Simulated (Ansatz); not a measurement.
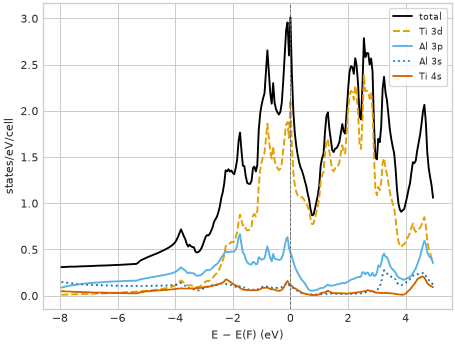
Total and projected density of states of TiAl in space group P-6m2 (No. 187; Ti on 1a, Al on 1d), the program Ansatz at the LDA level (PAW)

### Question
Which orbitals carry the states next to the Fermi level?

### Answer
Within 0.5 eV of the Fermi level: Ti 3d 69 %, Al 3p 18 %. Projections are on Löwdin-orthogonalised atomic valence shells; empty p or d shells of many metals are not among them.

The workflow started from a Materials Project entry (that database holds measured and hypothetical structures alike); the Crystallography Open Database copy checked does not list it. With Ti and Al taken as one species the cell has the higher symmetry P6_3/mmc, so it may be an ordered model of a mixed-site phase. It is not the phase usual at ambient conditions (space group No. 123). Symmetry was held in the LDA relaxation; whether a distortion lowers the energy is not shown. The run is not spin-polarised.

Potentials: the later of the program's two PAW sets.
